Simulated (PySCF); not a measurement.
C₅H₇NOSi₂, SMILES N#C[SiH2][SiH2]c1ccco1 at its GFN2-xTB optimised geometry (Å):

```
16

N     -2.2011     1.1374     2.7331
C     -2.3174     0.4972     1.7897
Si    -2.4512    -0.5688     0.2619
Si    -0.4739    -1.7512     0.0152
C      0.8619    -0.4393     0.0000
C      2.2304    -0.4393     0.0000
C      2.6391     0.9124     0.0000
C      1.4912     1.6465    -0.0001
O      0.4195     0.8463    -0.0017
H     -2.7735     0.3877    -0.8031
H     -3.6427    -1.3888     0.5187
H     -0.1799    -2.7046     1.0927
H     -0.4142    -2.5065    -1.2457
H      2.8620    -1.3046     0.0009
H      3.6427     1.2862     0.0007
H      1.3169     2.7046     0.0032
```

Method: B3LYP/def2-TZVP (PySCF 2.14.0).

Map of the HOMO−1 amplitude (bohr^(-3/2)) on the plane z = 1.2 Å; orbital energy -8.16 eV, overall sign arbitrary:

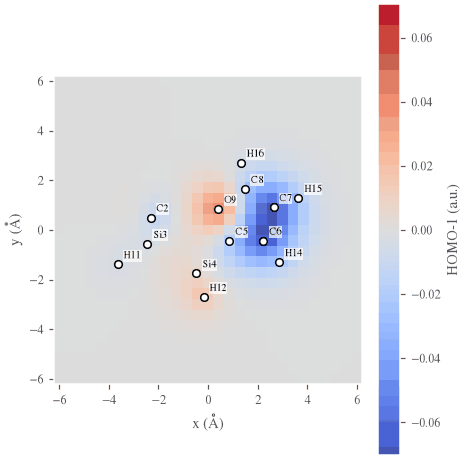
Fig. 1. HOMO−1 amplitude (bohr^(-3/2)) on the plane z = 1.2 Å.
